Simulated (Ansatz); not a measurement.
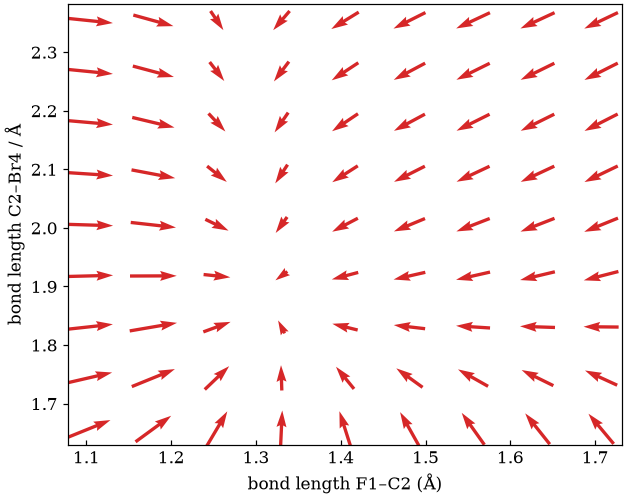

CBrClF, SMILES F[C](Cl)Br, spin multiplicity 2. The first coordinate is: bond length F1–C2; the second: bond length C2–Br4. Nothing is relaxed (all other coordinates rigid). Grid: 9 × 9 points. Points are written as (first, second). Method: UKS PBE0-D4/def2-SVP in Ansatz 0.2.0.

Drawn: arrows along the force (downhill), their lengths compressed.

**The arrows alone are given. Where is the energy lowest?**

The arrows converge at about (1.313 Å, 1.883 Å) (read from the interpolated surface).

The energy map of the same scan:

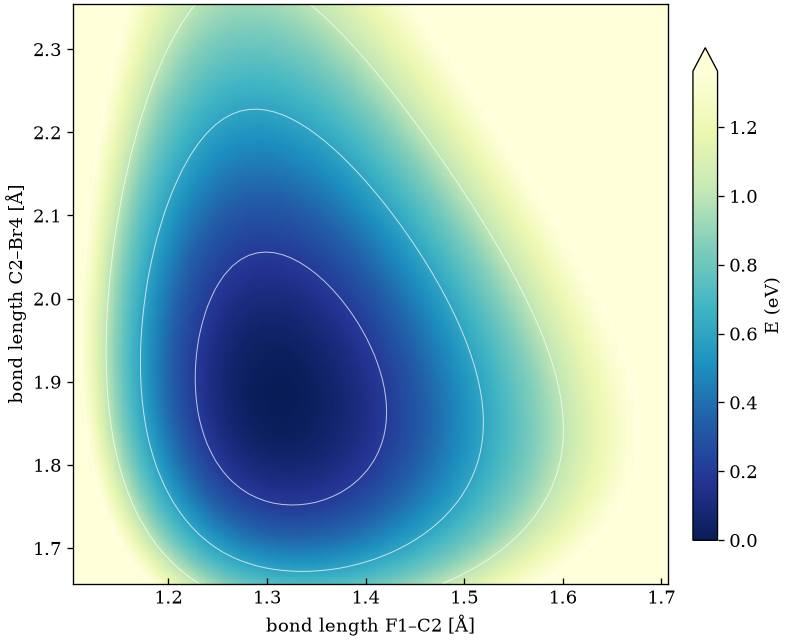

Energies are in eV, from the relaxed molecule at the same level; between grid points the surface is interpolated.
